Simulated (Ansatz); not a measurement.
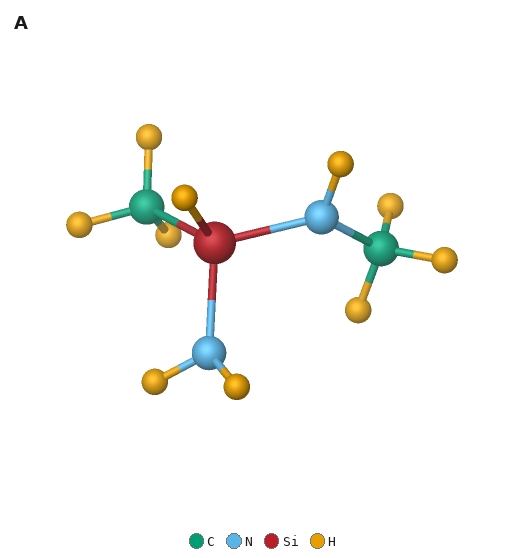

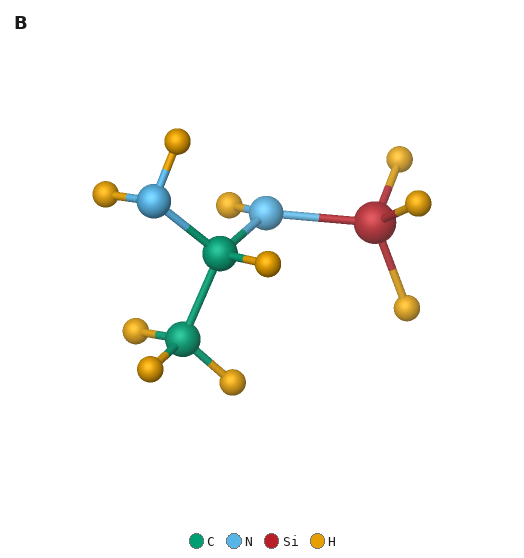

2 stationary structures of one formula. Geometries: PBE-D4/def2-SVP. Electronic energies: PBE-D4/def2-SVP (Ansatz 0.2.0), without zero-point energy. No frequency run is at hand to confirm each as a minimum. Each is one conformer, not always the lowest.

> Are they conformers, stereoisomers or constitutional isomers?

They are constitutional isomers of C2H10N2Si: A `CN[Si@@H](C)N`, B `C[C@H](N)N[SiH3]`.

> Which structure is the most stable?

A is lowest; B lies 28.4 kcal/mol above it.
